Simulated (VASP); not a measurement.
Consider the following.

```xyz
4
Lattice="4.0007 0.0000 0.0000 0.0000 4.0007 0.0000 0.0000 0.0000 5.3156" Properties=species:S:1:pos:R:3 pbc="T T T"
Pb     2.0003     4.0007     4.1324
Pb     0.0000     2.0003     1.1832
O      2.0003     2.0003     0.0000
O      0.0000     0.0000     0.0000
```

Computed with AM05 GGA, VASP's PBE PAW potentials (set 64) (plane waves; VASP 6.6.1). Numerical set-up: 520 eV cut-off, 6×6×5 Γ-centred mesh, tetrahedra with Blöchl corrections, potentials Pb_d O.

Without a dispersion term in the relaxation, distances and binding between the weakly bound layers, chains or molecules are unreliable, and so is what depends on them. Unless said otherwise, spin-orbit coupling is left out, though it shifts the bands of the heavy elements here.

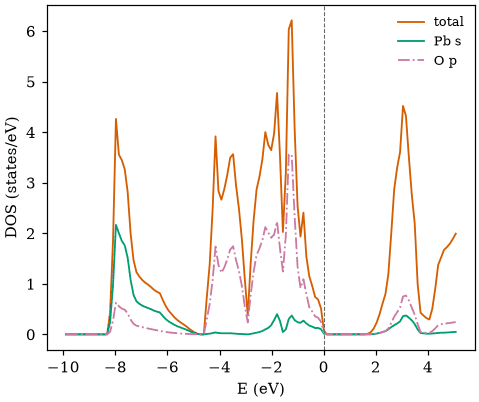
Total and projected density of states, zero at the valence-band maximum

Within 2 eV below the valence-band maximum the largest weight inside VASP's projection spheres is O p.

The gap is indirect, 1.57 eV, from the valence maximum at Γ to the conduction minimum at M.

The compound is PbO in the litharge structure. It was relaxed first, which changed the volume by +7 %.
